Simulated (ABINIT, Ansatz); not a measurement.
# ZnS (F-43m): the LO frequency by hand

How high does the longitudinal optical mode of ZnS (F-43m) lie, given the transverse one, the Born charge and ε∞?

Calculated with ABINIT 10.8.3; DFT LDA, scalar-relativistic, plane waves, PseudoDojo norm-conserving pseudopotentials.

The database entry behind the starting cell differs from later determinations by our own check (about 0.1 % short), so it need not match the best structure at ambient conditions.

### 1. The relaxed structure

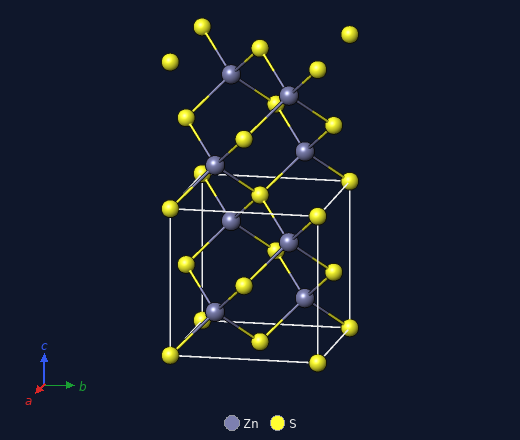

Start, viewed slightly off an axis; zinc blue, sulfur yellow. 1×1×2 cells are drawn. This picture shows the conventional cell, with its axes. Bonds to atoms that aren't drawn are left out. Some periodic images of atoms are drawn too.

Structure file:

```
Zn S
1.0
    -2.64758    0.00000    2.64758
     0.00000    2.64758    2.64758
    -2.64758    2.64758    0.00000
Zn S
1 1
Direct
  0.25000 0.25000 0.25000
  0.00000 0.00000 0.00000
```

This is the cell after its relaxation at this level of theory, not the database cell from which that began.

### 2. What the response run gave

A linear-response run on the relaxed cell, with the response to an electric field; only its zone-centre results are used. Cutoff 51 Ha, k mesh 8×8×8 with shifts.

Numbers of over 12 decimals in the logs are rounded to 6 here.

Log:

```text
[banners, grids, parts of the stress and lines that vanish by symmetry left out]
- input  file    -> dfpt_gamma.abi
- output file    -> dfpt_gamma.abo
- root for input  files -> dfpt_gammai
[...]
DATASET    1 : space group F-4 3 m (#216); Bravais cF (face-center cubic)
[...]
nfft =      110592          nkpt =        1024
[...]
DATASET    2 : space group F-4 3 m (#216); Bravais cF (face-center cubic)
[...]
nfft =      110592          nkpt =        1024
[...]
== DATASET  1 ==================================================================
[...]
cutoff_energies: {ecut:  51.0, pawecutdg:  -1.0, }
[...]
- 16.00000   6.00000  180309                  znucl, zion, pspdat
[...]
Perturbation : derivative vs k along direction   1
[...]
-ETOT  1  -36.104490055970     -3.610E+01 4.797E+00 0.000E+00
 ETOT  2  -36.256473132175     -1.520E-01 7.916E-02 0.000E+00
 ETOT  3  -36.259824735604     -3.352E-03 7.995E-03 0.000E+00
 ETOT  4  -36.259965760750     -1.410E-04 8.905E-04 0.000E+00
 ETOT  5  -36.259975047056     -9.286E-06 7.475E-05 0.000E+00
[...]
At SCF step   24   max residual=  9.99E-21 < tolwfr=  1.00E-20 =>converged.
[...]
Perturbation : derivative vs k along direction   2
[...]
-ETOT  1  -36.104490055562     -3.610E+01 4.797E+00 0.000E+00
[...]
At SCF step   24   max residual=  9.99E-21 < tolwfr=  1.00E-20 =>converged.
[...]
Perturbation : derivative vs k along direction   3
[...]
-ETOT  1  -36.104490055155     -3.610E+01 4.797E+00 0.000E+00
[...]
At SCF step   24   max residual=  9.99E-21 < tolwfr=  1.00E-20 =>converged.
[...]
1        1       0.9569952156   -0.0000000000
     1        2      -0.4784976078    0.0000000000
     1        3      -0.4784976078    0.0000000000
     2        1      -0.4784976078    0.0000000000
     2        2       0.9569952156   -0.0000000000
     2        3       0.4784976078   -0.0000000000
     3        1      -0.4784976078    0.0000000000
     3        2       0.4784976078   -0.0000000000
     3        3       0.9569952156   -0.0000000000
[...]
== DATASET  2 ==================================================================
[...]
cutoff_energies: {ecut:  51.0, pawecutdg:  -1.0, }
[...]
Perturbation : displacement of atom   1   along direction   1
[...]
-ETOT  1   29.523659765835     -2.611E+04 2.367E+01 6.187E+03
[...]
At SCF step   14       vres2   =  1.01E-11 < tolvrs=  1.00E-10 =>converged.
[...]
At SCF step   11       vres2   =  8.04E-12 < tolvrs=  1.00E-10 =>converged.
[...]
-ETOT  1   7.179467     -1.333E+02 1.974E+01 3.525E+04
[...]
ETOT 10  0.691678     -6.946E-11 5.405E-10 2.843E-09
 ETOT 11  0.691678     -9.237E-12 3.852E-11 7.977E-12
 At SCF step   11       vres2   =  7.98E-12 < tolvrs=  1.00E-10 =>converged.
[...]
Dielectric tensor, in cartesian coordinates,
[...]
1    4   1    4         6.2130359835        -0.0000000000
   1    4   2    4        -0.0000000000        -0.0000000000
   1    4   3    4        -0.0000000000        -0.0000000000
   2    4   1    4        -0.0000000000        -0.0000000000
   2    4   2    4         6.2130359835        -0.0000000000
   2    4   3    4         0.0000000000        -0.0000000000
   3    4   1    4        -0.0000000000        -0.0000000000
   3    4   2    4        -0.0000000000        -0.0000000000
   3    4   3    4         6.2130359835        -0.0000000000
  Effective charges, in cartesian coordinates,
[...]
1    1   1    4         1.9056799657         0.0000000000
   2    1   1    4        -0.0000000000         0.0000000000
   3    1   1    4         0.0000000000         0.0000000000
   1    2   1    4        -1.9056567848         0.0000000000
   2    2   1    4         0.0000000000         0.0000000000
[...]
Effective charges, in cartesian coordinates,
[...]
Rigid-atom elastic tensor , in cartesian coordinates,
[...]
Rigid-atom proper piezoelectric tensor, in cartesian coordinates,
[...]
2    4   2    6        -0.0118340103         0.0000000000
   2    4   3    6         0.0000000000         0.0000000000
   3    4   1    5         0.0000000000         0.0000000000
   3    4   2    5        -0.0000000000         0.0000000000
   3    4   3    5        -0.0000000000         0.0000000000
   3    4   1    6         0.0000000000         0.0000000000
   3    4   2    6         0.0000000000         0.0000000000
   3    4   3    6        -0.0118340103         0.0000000000
  Phonon wavevector (reduced coordinates) :  0.00000  0.00000  0.00000
 Phonon energies in Hartree :
[...]
Phonon frequencies in cm-1    :
-  3.277608E+00  3.277608E+00  3.277608E+00  2.918620E+02  2.918620E+02
-  2.918620E+02
  Phonon at Gamma, with non-analyticity in the
[...]
Phonon energies in Hartree :
[...]
Phonon frequencies in cm-1    :
-  3.277608E+00  3.277608E+00  3.277635E+00  2.918620E+02  2.918620E+02
-  3.481356E+02
  Phonon at Gamma, with non-analyticity in the
[...]
Phonon energies in Hartree :
[...]
Phonon frequencies in cm-1    :
-  3.277608E+00  3.277608E+00  3.277635E+00  2.918620E+02  2.918620E+02
-  3.481356E+02
  Phonon at Gamma, with non-analyticity in the
[...]
Phonon energies in Hartree :
[...]
Phonon frequencies in cm-1    :
-  3.277608E+00  3.277608E+00  3.277635E+00  2.918620E+02  2.918620E+02
-  3.481356E+02
[...]
fcart2     0.0000000000E+00  0.0000000000E+00  0.0000000000E+00
           strten2     0.0000000000E+00  0.0000000000E+00  0.0000000000E+00
================================================================================
```

```tsv
quantity	value
cell volume Ω (Å³)	37.118
mass of Zn (u)	65.380
mass of S (u)	32.060
Born charge of Zn, raw (e)	1.906
Born charge of S, raw (e)	-1.906
ε∞	6.213
ω(TO) after the sum rule (cm⁻¹)	291.9
```

### 3. The calculation

The charges must sum to zero over the cell; taking off their mean, 0.000 e, leaves Z* = 1.906 e on Zn. In the polar mode Zn moves against S, so the reduced mass is μ = 65.38 × 32.06 / 97.44 = 21.512 u.

A longitudinal wave builds up a field that adds to the restoring force: ω(LO)² = ω(TO)² + 4π Z*² / (μ Ω ε∞), in Hartree atomic units. With μ = 39213 electron masses and Ω = 250.48 bohr³ the second term is 7.4784e-07 Ha², or 36023 cm⁻² (1 Ha = 219474.6 cm⁻¹).

So ω(LO) = √(85176 + 36023) = 348.1 cm⁻¹, and by the Lyddane-Sachs-Teller relation ε₀ = ε∞ (ω(LO)/ω(TO))² = 8.84.

### 4. Check against the program

The analysis program adds the same non-analytic term to the full matrix.

Log:

```text
[banners, grids, parts of the stress and lines that vanish by symmetry left out]
-outvars_anaddb: echo values of input variables ----------------------

 Flags :
[...]
Dielectric Tensor and Effective Charges
[...]
Effective charge tensors after
[...]
Phonon wavevector (reduced coordinates) :  0.00000  0.00000  0.00000
 Phonon energies in Hartree :
[...]
Phonon energies in meV     :
-  0.000000E+00  0.000000E+00  0.000000E+00  3.618515E+01  3.618515E+01
-  3.618515E+01
 Phonon frequencies in cm-1    :
-  0.000000E+00  0.000000E+00  0.000000E+00  2.918530E+02  2.918530E+02
-  2.918530E+02
 Phonon frequencies in Thz     :
-  0.000000E+00  0.000000E+00  0.000000E+00  8.749531E+00  8.749531E+00
-  8.749531E+00
 Phonon energies in Kelvin  :
-  0.000000E+00  0.000000E+00  0.000000E+00  4.199113E+02  4.199113E+02
-  4.199113E+02
[...]
-  1  0.00000000E+00  0.00000000E+00  2.37255169E-03
-     0.00000000E+00  0.00000000E+00  0.00000000E+00
-  2  0.00000000E+00  0.00000000E+00  2.37255127E-03
-     0.00000000E+00  0.00000000E+00  0.00000000E+00
[...]
-  1  0.00000000E+00 -2.37255169E-03  0.00000000E+00
-     0.00000000E+00  0.00000000E+00  0.00000000E+00
-  2  0.00000000E+00 -2.37255127E-03  0.00000000E+00
-     0.00000000E+00  0.00000000E+00  0.00000000E+00
[...]
-  1  2.37255169E-03  0.00000000E+00  0.00000000E+00
-     0.00000000E+00  0.00000000E+00  0.00000000E+00
-  2  2.37255127E-03  0.00000000E+00  0.00000000E+00
-     0.00000000E+00  0.00000000E+00  0.00000000E+00
[...]
-  1  0.00000000E+00  0.00000000E+00  1.66143109E-03
-     0.00000000E+00  0.00000000E+00  0.00000000E+00
-  2  0.00000000E+00  0.00000000E+00 -3.38804334E-03
-     0.00000000E+00  0.00000000E+00  0.00000000E+00
[...]
-  1  0.00000000E+00  1.66143108E-03  0.00000000E+00
-     0.00000000E+00  0.00000000E+00  0.00000000E+00
-  2 -1.47755611E-07 -3.38804334E-03  0.00000000E+00
-     0.00000000E+00  0.00000000E+00  0.00000000E+00
[...]
-  1  1.66143108E-03  0.00000000E+00  0.00000000E+00
-     0.00000000E+00  0.00000000E+00  0.00000000E+00
-  2 -3.38804334E-03  1.47756060E-07  0.00000000E+00
-     0.00000000E+00  0.00000000E+00  0.00000000E+00
[...]
-     1          0.000000     0.000000     0.000000     0.000000
-     2          0.000000    -0.000000     0.000000     0.000000
-     3          0.000000     0.000000     0.000000     0.000000
-     4          0.000014     0.000063     2.550063     2.550063
-     5          0.000111     2.550063    -0.000063     2.550063
-     6          2.550063    -0.000111    -0.000014     2.550063
[...]
-   1     Real    0.0000E+00  0.0000E+00  0.0000E+00  0.0000E+00  0.0000E+00  0.0000E+00  0.0000E+00
[...]
-     0.00000000E+00  0.00000000E+00  0.00000000E+00
-  2  0.00000000E+00  0.00000000E+00  2.37255127E-03
-     0.00000000E+00  0.00000000E+00  0.00000000E+00
[...]
Phonon at Gamma, with non-analyticity in the
[...]
Phonon energies in Hartree :
[...]
Phonon energies in meV     :
-  0.000000E+00  0.000000E+00  0.000000E+00  3.618515E+01  3.618515E+01
-  4.316241E+01
 Phonon frequencies in cm-1    :
-  0.000000E+00  0.000000E+00  0.000000E+00  2.918530E+02  2.918530E+02
-  3.481283E+02
 Phonon frequencies in Thz     :
-  0.000000E+00  0.000000E+00  0.000000E+00  8.749531E+00  8.749531E+00
-  1.043662E+01
 Phonon energies in Kelvin  :
-  0.000000E+00  0.000000E+00  0.000000E+00  4.199113E+02  4.199113E+02
-  5.008789E+02
[...]
Phonon at Gamma, with non-analyticity in the
[...]
Phonon energies in Hartree :
[...]
Phonon energies in meV     :
-  0.000000E+00  0.000000E+00  0.000000E+00  3.618515E+01  3.618515E+01
-  4.316241E+01
 Phonon frequencies in cm-1    :
-  0.000000E+00  0.000000E+00  0.000000E+00  2.918530E+02  2.918530E+02
-  3.481283E+02
 Phonon frequencies in Thz     :
-  0.000000E+00  0.000000E+00  0.000000E+00  8.749531E+00  8.749531E+00
-  1.043662E+01
 Phonon energies in Kelvin  :
-  0.000000E+00  0.000000E+00  0.000000E+00  4.199113E+02  4.199113E+02
-  5.008789E+02
[...]
-  1  4.91602431E-07 -2.37255132E-03 -1.20512701E-06
-     0.00000000E+00  0.00000000E+00  0.00000000E+00
-  2  4.91560937E-07 -2.37255094E-03 -1.20516821E-06
-     0.00000000E+00  0.00000000E+00  0.00000000E+00
[...]
-  1  2.37255160E-03  4.91386940E-07  3.70689740E-07
-     0.00000000E+00  0.00000000E+00  0.00000000E+00
-  2  2.37255122E-03  4.91428263E-07  3.70731084E-07
-     0.00000000E+00  0.00000000E+00  0.00000000E+00
[...]
-  1  2.29291779E-04  1.04325980E-03 -1.27255158E-03
-     0.00000000E+00  0.00000000E+00  0.00000000E+00
-  2 -4.67579121E-04 -2.12744871E-03  2.59502783E-03
-     0.00000000E+00  0.00000000E+00  0.00000000E+00
[...]
-  1  1.33703432E-03 -8.67089668E-04 -4.69944656E-04
-     0.00000000E+00  0.00000000E+00  0.00000000E+00
-  2 -2.72652310E-03  1.76819695E-03  9.58326155E-04
-     0.00000000E+00  0.00000000E+00  0.00000000E+00
[...]
Direction                     Dielectric constant
[...]
Elastic Tensor (clamped ion) (unit:10^2GP):
[...]
Elastic Tensor (relaxed ion) (unit:10^2GP):
[...]
Calculation of the tensor related to piezoelectric effetc
[...]
Proper piezoelectric constants (clamped ion) (unit:c/m^2)
[...]
Increase cutoff energy or k-points sampling.
[...]
Proper piezoelectric constants (relaxed ion) (unit:c/m^2)
[...]
-0.00000000      0.14718995     -0.00000000
      0.00000000     -0.00000000      0.14718995
-
```

```tsv
quantity	by hand	program
ω(LO) (cm⁻¹)	348.1	348.1
ε₀	8.84	8.84
```

### 5. Outcome

```
TO mode                    : 291.9 cm⁻¹
LO mode                    : 348.1 cm⁻¹
static dielectric constant : 8.84
```

In words: The LO mode of ZnS (F-43m) lies at 348 cm⁻¹, 56 cm⁻¹ above the TO mode; the formula meets the program within 0.1 cm⁻¹, as it must for a cubic crystal with one polar mode. ω(LO)² − ω(TO)² goes with Z*²/ε∞: an error of 5 % in ε∞ would move the LO mode by 2.5 cm⁻¹, and semilocal functionals tend to overestimate ε∞. These are harmonic values at zero temperature, at the volume of this functional, for the structure held cubic; stability elsewhere in the zone is no part of this calculation.

[Host names and launcher messages were left out of these logs when they were recorded.]

[Logs are printed without paths, hosts, clocks, repeated set-up lines and the standing remarks that a program may print on its own settings, such as how far it seeks lower states.]

[Hosts, paths, dates, database ids (printed as entryN), source tags and the programs' standing remarks are cut or masked in the printed files.]
